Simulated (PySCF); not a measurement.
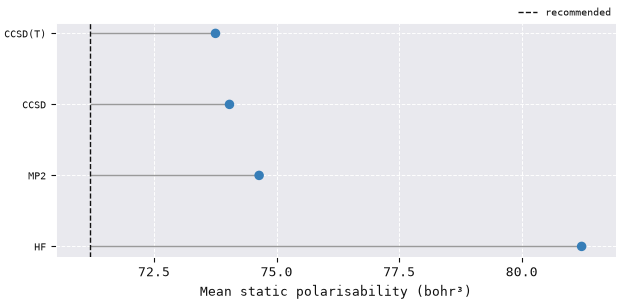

The mean static polarisability of Mg ([Ne] 3s²) across levels of theory. Finite fields; PySCF, aug-cc-pCVDZ, non-relativistic, unrestricted single determinants, no spin-orbit coupling. 2 core electrons frozen.

### Which methods come out highest, lowest and best?

The values run from 73.75 bohr³ (CCSD(T)) to 81.22 bohr³ (HF). The recommended value is 71.20 ± 0.4 bohr³; nearest to it come CCSD(T) (+2.55) and CCSD (+2.84), furthest HF (+10.02 bohr³).

```tsv
Method	Mean static polarisability (bohr³)
HF	81.22
MP2	74.64
CCSD	74.04
CCSD(T)	73.75
```
